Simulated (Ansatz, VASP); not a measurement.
**Cross-check of ZnS (Sphalerite) between VASP and Ansatz**

Aim: how closely do two programs agree when they are given the same cell, functional and k mesh? The cell is taken from a series of VASP runs on this material, whose earlier steps may have relaxed, scaled or displaced it; both programs get it as it stands. Valence electrons are named where the data sets of a main pair hold unlike numbers.

Program: Ansatz 0.2.0. Level of theory: plane waves, with VASP 6.6.1 beside it; relaxation of cell and atoms at r2SCAN and band structure at HSE06. Results are calculated unless marked as measured.

### Step 1. The structure

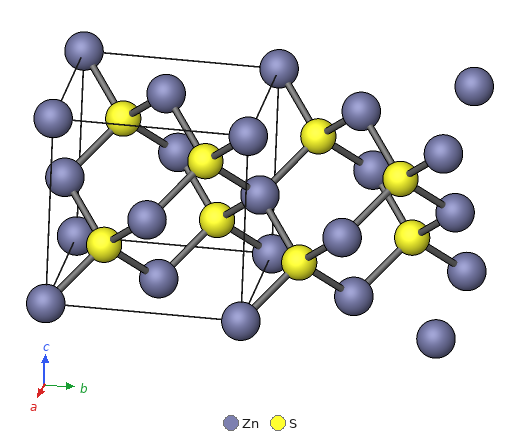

The cell as given, slightly off an axis (zinc blue, sulfur yellow). 1×2×1 cells are drawn. This picture shows the conventional cell, with its axes. Bonds to atoms that aren't drawn are left out. Some periodic images of atoms are drawn too.

Coordinates:

```cif
data_structure
_symmetry_space_group_name_H-M 'P 1'
_symmetry_Int_Tables_number 1
_cell_length_a 3.8046
_cell_length_b 3.8046
_cell_length_c 3.8046
_cell_angle_alpha 60.000
_cell_angle_beta 60.000
_cell_angle_gamma 60.000
_cell_volume 38.94
loop_
_atom_site_label
_atom_site_type_symbol
_atom_site_fract_x
_atom_site_fract_y
_atom_site_fract_z
_atom_site_occupancy
Zn1 Zn 0.00000 0.00000 0.00000 1
S2 S 0.25000 0.25000 0.25000 1
```

### Step 2. VASP: relaxation of cell and atoms, r2SCAN

The relaxed volume is the usual yardstick between codes: in a stiff, nearly cubic crystal its relative difference is about their pressure difference at one cell divided by the bulk modulus.

Lines of VASP's logs that name or quote its potential files are left out, and so is its time.

Input file INCAR:

```
SYSTEM = ZnS
PREC = Accurate
ENCUT = 400
EDIFF = 1E-06
NELM = 100
ISMEAR = 0
SIGMA = 0.05
LREAL = .FALSE.
ALGO = Normal
METAGGA = R2SCAN
LASPH = .TRUE.
NBANDS = 15
LORBIT = 11
LWAVE = .FALSE.
LCHARG = .FALSE.
KPAR = 2
IBRION = 2
NSW = 60
ISIF = 3
EDIFFG = -0.01
```

Input file POSCAR:

```
ZnS
1.0
    0.0000000000      2.6902736767      2.6902736767
    2.6902736767      0.0000000000      2.6902736767
    2.6902736767      2.6902736767      0.0000000000
Zn S
1 1
Direct
    0.0000000000      0.0000000000      0.0000000000
    0.2500000000      0.2500000000      0.2500000000
```

Input file KPOINTS:

```
Automatic mesh
0
Gamma
7 7 7
0 0 0
```

Potentials, in the order of the species: Zn and S (PBE family, release 64).

On the command line:

```
> mpirun -np 2 vasp_std
```

Numbers of over 12 decimals in the logs are rounded to 6 here.

The program printed:

```text
[banner, memory and clock lines left out]
running    2 mpi-ranks, on    1 nodes
 distrk:  each k-point on    1 cores,    2 groups
 distr:  one band on    1 cores,    1 groups

 POSCAR found type information on POSCAR ZnS
 POSCAR found :  2 types and       2 ions
|                                                                             |
|               ----> ADVICE to this user running VASP <----                  |
|                                                                             |
|     You enforced a specific xc type in the INCAR file but a different       |
|     [... a line on the potential file left out ...]
|     I HOPE YOU KNOW WHAT YOU ARE DOING!                                     |
|                                                                             |

 LDA part: xc-table for (None), standard interpolation
 POSCAR, INCAR and KPOINTS ok, starting setup
 FFT: planning ... GRIDC
 FFT: planning ... GRID_SOFT
 FFT: planning ... GRID
 WAVECAR not read
 entering main loop
       N       E                     dE             d eps       ncg     rms          rms(c)
DAV:   1     0.651008361133E+02    0.65101E+02   -0.77831E+03   600   0.119E+03
DAV:   2    -0.169484563015E+02   -0.82049E+02   -0.78243E+02   684   0.239E+02
DAV:   3    -0.218814200402E+02   -0.49330E+01   -0.49171E+01   691   0.626E+01
DAV:   4    -0.219295365305E+02   -0.48116E-01   -0.48105E-01   733   0.643E+00
DAV:   5    -0.219301048547E+02   -0.56832E-03   -0.56831E-03   754   0.667E-01    0.727E+00
DAV:   6    -0.188743795117E+02    0.30557E+01   -0.15301E+00   663   0.399E+01    0.649E+00
DAV:   7    -0.188432387028E+02    0.31141E-01   -0.43077E-01   733   0.111E+01    0.375E+00
DAV:   8    -0.188584802135E+02   -0.15242E-01   -0.32209E-02   656   0.175E+00    0.118E+00
DAV:   9    -0.188599670468E+02   -0.14868E-02   -0.30828E-03   769   0.131E+00    0.103E-01
DAV:  10    -0.188600832826E+02   -0.11624E-03   -0.85279E-04   712   0.314E-01    0.723E-02
DAV:  11    -0.188601170113E+02   -0.33729E-04   -0.22877E-04   768   0.414E-01    0.389E-02
DAV:  12    -0.188601221473E+02   -0.51360E-05   -0.79269E-05   740   0.244E-01    0.955E-03
DAV:  13    -0.188601233055E+02   -0.11582E-05   -0.60562E-06   761   0.465E-02    0.466E-03
DAV:  14    -0.188601265823E+02   -0.32768E-05   -0.10122E-06   349   0.791E-03    0.169E-03
DAV:  15    -0.188601271844E+02   -0.60212E-06   -0.64374E-08   328   0.370E-03
   1 F= -.18860127E+02 E0= -.18860127E+02  d E =-.188601E+02
 curvature:   0.00 expect dE= 0.000E+00 dE for cont linesearch  0.000E+00
 trial: gam= 0.00000 g(F)=  0.108E-43 g(S)=  0.209E-04 ort = 0.000E+00 (trialstep = 0.100E+01)
 search vector abs. value=  0.209E-04
 reached required accuracy - stopping structural energy minimisation
```

Parts of OUTCAR (step 2):

```text
ion  position               nearest neighbor table
   1  0.000  0.000  0.000-   2 2.33   2 2.33   2 2.33   2 2.33
   2  0.250  0.250  0.250-   1 2.33   1 2.33   1 2.33   1 2.33

  LATTYP: Found a face centered cubic cell.
 ALAT       =     5.3805473534

 Subroutine GETGRP returns: Found 24 space group operations
 (whereof 24 operations were pure point group operations)

The static configuration has the point symmetry T_d .

 Found     20 irreducible k-points:

   k-points           NKPTS =     20   k-points in BZ     NKDIM =     20   number of bands    NBANDS=     15

   dimension x,y,z NGX =    28 NGY =   28 NGZ =   28
   dimension x,y,z NGXF=    56 NGYF=   56 NGZF=   56

   ENCUT  =  400.0 eV  29.40 Ry    5.42 a.u.   6.20  6.20  6.20*2*pi/ulx,y,z

   NELECT =      18.0000    total number of electrons

 k-points in reciprocal lattice and weights: Automatic mesh
   0.00000000  0.00000000  0.00000000       0.003
   0.14285714  0.00000000  0.00000000       0.023
   0.28571429  0.00000000  0.00000000       0.023
   0.42857143  0.00000000  0.00000000       0.023
   0.14285714  0.14285714  0.00000000       0.017
   0.28571429  0.14285714  0.00000000       0.070
   0.42857143  0.14285714  0.00000000       0.070
  -0.42857143  0.14285714  0.00000000       0.070
  -0.28571429  0.14285714  0.00000000       0.070
[...]
-0.42857143  0.42857143  0.14285714       0.070
  -0.28571429  0.42857143  0.14285714       0.070

 average (electrostatic) potential at core
       1 -41.6814       2 -91.5058

 E-fermi :   2.1659

 k-point     1 :       0.0000    0.0000    0.0000
  band No.  band energies     occupation
    ...
      5      -4.0302      2.00000
      6      -4.0302      2.00000
      7       1.9556      2.00000
      8       1.9556      2.00000
      9       1.9556      2.00000
     10       4.6900      0.00000
     11       8.8460      0.00000
     12       8.8462      0.00000
     13       8.8462      0.00000
     14      14.2738      0.00000
    ...

 k-point     2 :       0.1429    0.0000    0.0000
  band No.  band energies     occupation
    ...
      5      -4.0320      2.00000
      6      -4.0320      2.00000
      7       0.6126      2.00000
      8       1.7599      2.00000
      9       1.7599      2.00000
     10       5.6151      0.00000
     11       8.7758      0.00000
     12       9.1789      0.00000
     13       9.1791      0.00000
     14      13.5602      0.00000
    ...

 k-point     3 :       0.2857    0.0000    0.0000
  band No.  band energies     occupation
    ...
      5      -4.0250      2.00000
      6      -4.0250      2.00000
      7      -1.4189      2.00000
      8       1.3683      2.00000
      9       1.3683      2.00000
     10       5.9953      0.00000
     11       9.5106      0.00000
     12       9.5107      0.00000
     13       9.8500      0.00000
     14      13.6800      0.00000
    ...

  Total        0.0169886      0.0169886      0.0169886     -0.0000000     -0.0000000     -0.0000000
  in kB        0.6989540      0.6989540      0.6989540     -0.0000000     -0.0000000     -0.0000000
  external PRESSURE =       0.6989540 kB  Pullay stress =       0.0000000 kB

  energy-cutoff  :      400.00
  volume of cell :       38.94
      direct lattice vectors                 reciprocal lattice vectors
     0.000000000  2.690273677  2.690273677    -0.185854697  0.185854697  0.185854697
     2.690273677  0.000000000  2.690273677     0.185854697 -0.185854697  0.185854697
     2.690273677  2.690273677  0.000000000     0.185854697  0.185854697 -0.185854697

 POSITION                                       TOTAL-FORCE (eV/Angst)
 -----------------------------------------------------------------------------------
      0.00000      0.00000      0.00000        -0.000000     -0.000000     -0.000000
      1.34514      1.34514      1.34514         0.000000      0.000000      0.000000
 -----------------------------------------------------------------------------------
    total drift:                                0.000012      0.000012      0.000011

  FREE ENERGIE OF THE ION-ELECTRON SYSTEM (eV)
  ---------------------------------------------------
  free  energy   TOTEN  =       -18.8601271844 eV

  energy  without entropy=      -18.8601271844  energy(sigma->0) =      -18.86012718

 reached required accuracy - stopping structural energy minimisation

 total charge
# of ion       s       p       d       tot
------------------------------------------
    1        0.504   0.486   9.818  10.808
    2        1.302   2.470   0.000   3.773
--------------------------------------------------
tot          1.806   2.956   9.818  14.580

[... 3 further parts left out ...]
```

The gap is read on the k-mesh alone, so it is an upper bound where the band edges lie off the mesh. The run keeps the 24 symmetry operations of its start, so it cannot find a distortion of lower symmetry.

### Step 3. Ansatz: relaxation of cell and atoms, r2SCAN

Ansatz runs on its default PAW (the set named soft_2) files.

The same cell, functional, mesh and smearing now go to Ansatz, which takes its cutoff from its data sets.

Input file input.yaml:

```yaml
crystal:
  lattice:
    - [0.0, 2.6902736767, 2.6902736767]
    - [2.6902736767, 0.0, 2.6902736767]
    - [2.6902736767, 2.6902736767, 0.0]
  atoms:
    - { symbol: Zn, position: [0.0, 0.0, 0.0] }
    - { symbol: S, position: [0.25, 0.25, 0.25] }
hamiltonian:
  xc: r2scan
  pseudopotentials: { kind: paw }
kpoints:
  mp_grid: { grid: [7, 7, 7] }
scf:
  occupations: { method: gaussian, width: 0.05 }
relax:
  f_tol: 0.01
  max_steps: 60
  cell: { stress_tol: 0.05 }
output:
  forces: true
  stress: true
```

On the command line:

```
> ansatz run input.yaml --threads 4 --pin off --max-ram 9216MiB --backend cpu --events-out ev --progress --plain --runs-dir out
```

The program printed:

```text
Engine: ansatz 0.2.0, aarch64-unknown-linux-gnu
Pseudopotentials: kind: paw
Pseudopotential: Zn, paw, valence charge 12, recommended cutoff 500 eV (meta_gga), Zn.paw.azcp
Pseudopotential: S, paw, valence charge 6, recommended cutoff 500 eV (meta_gga), S.paw.azcp
Functional definition: r2SCAN
  parameter k0 = 0.174
  parameter k1 = 0.065
  parameter a1 = 4.9479
  exchange = r2scan_x(k0 = k0, k1 = k1, a1 = a1)
  correlation = r2scan_c
Crystal: 2 atoms, lattice volume = 38.942 Å³
Basis set: ecut = 500 eV, 965 PW (Γ), exchange–correlation on 120×120×120 points (64 copies of the dense FFT grid, shifted against one another)
Bands: 13, of which v1, the nominal top of the filled ones, is band 9 counted from 1 (8 counted from 0)
Symmetry: 24 space group operations
Space group: F-43m (ITA 216), of the structure as read, at distance tolerance 3.4e-5 Å
k-points: 20 of 343 (time reversal used)
Non-local potential: Zn, projectors of the file, l = 0: 2, l = 1: 2, l = 2: 3, l = 3: 1
Non-local potential: S, projectors of the file, l = 0: 2, l = 1: 2, l = 2: 2
PAW form: soft (Blöchl's): semilocal exchange-correlation on the pseudo side does not see the compensation charge
PAW frozen core: Zn, regenerated for the run's functional (the file was generated under x = pbe(κ = 0.804, μ = 0.219515), c = pbe(β = 0.066725))
PAW frozen core: S, regenerated for the run's functional (the file was generated under x = pbe(κ = 0.804, μ = 0.219515), c = pbe(β = 0.066725))
PAW one-centre angular grid: Zn, 590 points (default); XC on 261 of its mesh's 2673 points in the sphere
PAW one-centre angular grid: S, 302 points (default); XC on 160 Gauss nodes
Initial density: superposition of atomic densities (neutral atoms: chi_scale 0, normalization atom), corrected by the library's trained network
Initial wavefunctions: pseudopotential atomic-orbital guess
Functional: x = r2scan, c = r2scan; τ floored in thin density (d = 2e-4 eV/Å³)
SCF iter   1: F=—  HF=-4233.451471 eV  |F-HF|=—  |Δ(HF+E_count)|=         —  Δρ=1.56e-2  dr2=4.71e-2  dr2_τ=6.76e-3  ethr=1.77e-3  ⟨swp⟩=5.4  Hψ=1558  notcnv=0
preconditioner: auto → none  [insulator: Δε(μ)=2.708 eV  Ē_g=13.109 eV  σ=0.050 eV  W_gap=1.00  n_scr=14 (ndim 8)  ℏωp=25.2 eV  f_vac=0.026  D(μ)=0.00/eV (n_scr^D=0)  ε∞_Penn≈4.7]
SCF iter   2: F=—  HF=-4233.454510 eV  |F-HF|=—  |Δ(HF+E_count)|=   3.04e-3  Δρ=4.70e-3  dr2=8.52e-3  dr2_τ=3.53e-4  ethr=2.61e-4  ⟨swp⟩=2.5  Hψ=679  notcnv=0
SCF iter   3: F=—  HF=-4233.449240 eV  |F-HF|=—  |Δ(HF+E_count)|=   5.27e-3  Δρ=2.93e-3  dr2=1.37e-3  dr2_τ=8.45e-6  ethr=4.73e-5  ⟨swp⟩=2.0  Hψ=500  notcnv=0
SCF iter   4: F=—  HF=-4233.449571 eV  |F-HF|=—  |Δ(HF+E_count)|=   3.31e-4  Δρ=2.69e-4  dr2=4.45e-5  dr2_τ=2.36e-6  ethr=7.60e-6  ⟨swp⟩=2.0  Hψ=600  notcnv=0
SCF iter   5: F=—  HF=-4233.449555 eV  |F-HF|=—  |Δ(HF+E_count)|=   1.61e-5  Δρ=1.27e-4  dr2=5.72e-6  dr2_τ=7.19e-8  ethr=2.47e-7  ⟨swp⟩=2.0  Hψ=312  notcnv=0
SCF iter   6: F=-4233.449554 eV  HF=-4233.449554 eV  |F-HF|=7.19e-9  |Δ(HF+E_count)|=   6.71e-7  Δρ=7.59e-6  dr2=1.42e-8  dr2_τ=1.84e-9  ethr=5.56e-10  ⟨swp⟩=3.7  Hψ=1140  notcnv=0
SCF 1 converged in 6 iterations: F = -4233.449554 eV  dr2 = 1.42e-8
  greatest PAW one-centre occupation: 0.983 electrons in one spin orbital (limit 2), on the Zn atom at site 0 (counted from 0), in its partial waves of l = 2
relax step   1: F+E_penalty+E_count = -4233.44955446 eV  Δ(F+E_penalty+E_count) = +0.000e0 eV  max|allowed force component| = 1.573e-16 eV/Å  Δτ_max = 0.0000 Å  P = +0.383 GPa  Ω = 38.942 Å³  (6 SCF iters, dr2 threshold 1.00e-7 eV, accepted)
[...]
relax step   2: F+E_penalty+E_count = -4233.44971559 eV  Δ(F+E_penalty+E_count) = -1.611e-4 eV  max|allowed force component| = 3.007e-17 eV/Å  Δτ_max = 0.0000 Å  P = +0.154 GPa  Ω = 39.053 Å³  energy of the carried Pulay correction = -2.550e-5 eV  (3 SCF iters, dr2 threshold 2.00e-7 eV, accepted)
[...]
relax step   3: F+E_penalty+E_count = -4233.44973518 eV  Δ(F+E_penalty+E_count) = -1.959e-5 eV  max|allowed force component| = 8.095e-17 eV/Å  Δτ_max = 0.0000 Å  P = +0.003 GPa  Ω = 39.129 Å³  energy of the carried Pulay correction = -4.264e-5 eV  (4 SCF iters, dr2 threshold 5.91e-8 eV, accepted)
[...]
relax step   4: F+E_penalty+E_count = -4233.44977175 eV  Δ(F+E_penalty+E_count) = -3.657e-5 eV  max|allowed force component| = 9.483e-17 eV/Å  Δτ_max = 0.0000 Å  P = +0.003 GPa  Ω = 39.129 Å³  stress off target by 3.40e-3 GPa  SCF on the basis re-selected at this cell (its energy is not comparable with the rows above)  (5 SCF iters)
basis re-selected at this cell: Δ(F+E_penalty+E_count) = -3.657e-5 eV, ΔP = +0.001 GPa vs the last step (what re-selecting the basis moved, of the pressure what is left beyond the Pulay correction that the steps carried, after the strain that the cell walked since its last selection, with what the two solves' SCF thresholds leave and, on support functions, any second-order correction that the steps lacked; it is no m [...]
SCF converged after 5 iterations
Free energy (F): -4233.449772 eV
Harris-Foulkes:  -4233.449772 eV  (|F-HF|=1.82e-12)
Internal energy: -4233.449772 eV  (E = F + TS)
E sigma→0 (E₀):  -4233.449772 eV
Fermi energy:    6.969770 eV
--- Per-component energies (eV) ---
  E_band       = -1.107419
  E_kinetic    = 237.563918
  E_local      = -2041.180210  (includes V_loc(G=0)·N_el)
  E_nonlocal   = 646.590682
  E_hartree    = 856.403097
  E_xc         = -215.802147
  E_vxc        = -148.248632  (∫ρ·V_xc dr)
  E_paw        = -2459.893033  (= ΣΔE_a)
  E_vpaw       = -415.975220  (= ΣTr[D̂ρ^β])
  E_aug_tail   = -0.000075  (compensation charges beyond the density's cutoff)
  E_vtau       = 7.335917  (kinetic-family band-sum trace: ∫τ·v_τ [+ j·A + Jᵃ·Aᵃ] dr)
  E_ewald      = -1256.839618
  E_core_change = -0.292385  (= ΣΔE_core)
  E_smearing   = -0.000000  (= −TS)
  E_closure    = -0.000000  (closes the sum)
  Σ components = -4233.449772   (vs F -4233.449772, Δ=0.00e0)
--- Forces (eV/Å), atoms counted from 1 ---
  atom   1  Zn     0.00000000    -0.00000000    -0.00000000
  atom   2  S     -0.00000000     0.00000000     0.00000000
  max |Σ_I F_I| component: 3.24e-17 eV/Å
--- Stress (GPa, compression-positive) ---
        0.003403       0.000000      -0.000000
        0.000000       0.003403       0.000000
       -0.000000       0.000000       0.003403
  P = ⅓ Tr σ = 0.0034 GPa (0.034 kbar)
--- Relaxed structure (3 steps of the walk, 3 accepted, 1 SCFs on fresh bases) ---
  F+E_penalty+E_count = -4233.44977175 eV   max|allowed force component| = 9.483e-17 eV/Å   (the final SCF, on the basis selected at the relaxed cell)
  cell:  # Å, volume = 39.1286 Å³
    - [0, 2.694561, 2.694561]
    - [2.694561, 0, 2.694561]
    - [2.694561, 2.694561, 0]
  atoms:
    - { symbol: Zn, position: [0, 0, 0] }
    - { symbol: S, position: [0.250000, 0.250000, 0.250000] }
```

It took 3.1 s on 4 threads of Arm Neoverse V1, shared host; peak memory 0.44 GiB; 11 s of CPU time.

### Step 4. Side by side

Known differences besides the potentials themselves: VASP keeps PBE cores, Ansatz makes them for the functional; both relaxations stop at a tolerance, which leaves soft axes loose, and VASP keeps its plane-wave basis; the cutoff is 500 eV in Ansatz and 400 eV in VASP; Ansatz adds a Pulay correction to the stress that steers its cell, VASP none. Total energies have different zeros and are not compared.

Both answers:

```
                                         quantity  Ansatz   VASP  difference
                                      volume (Å³)   39.13  38.94     +0.48 %
edge a after relaxation, in the typed setting (Å)   3.811  3.805     +0.16 %
```

The walks stopped with 0.00 GPa left in Ansatz and 0.07 GPa in VASP; each walk ends within a tolerance, so the volume difference is uncertain by about these residues over the bulk modulus, most in soft cells.

[end of part 1 of 2]

[Lines on the potential files, build, host, timing and source positions are cut from VASP's logs without a mark.]

[Logs are printed without paths, hosts, clocks, repeated set-up lines and the standing remarks that a program may print on its own settings, such as how far it seeks lower states.]

[Hosts, paths, dates, database ids (printed as entryN), source tags and the programs' standing remarks are cut or masked in the printed files.]
